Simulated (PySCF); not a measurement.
SMILES C#CCCC#C at its GFN2-xTB optimised geometry (Å):

```
12

C      2.9173    -0.7162     0.0147
C      1.7210    -0.7281     0.0000
C      0.2734    -0.7281     0.0000
C     -0.2945     0.7025     0.0000
C     -1.7370     0.6647     0.1218
C     -2.9241     0.5711     0.2388
H      3.9660    -0.7290     0.0278
H     -0.0884    -1.2657    -0.8815
H     -0.0803    -1.2577     0.8899
H     -0.0166     1.2143    -0.9259
H      0.1230     1.2657     0.8400
H     -3.9660     0.5110     0.3424
```

Level of theory: PySCF with CAM-B3LYP/def2-TZVP.

Map of the Laplacian of the electron density (e/bohr⁵), clipped to [-1.50, 1.50] on the plane z = 0.8 Å:

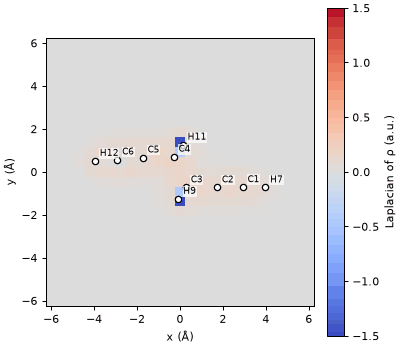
Figure. Laplacian of the electron density (e/bohr⁵), clipped to [-1.50, 1.50] on the plane z = 0.8 Å.
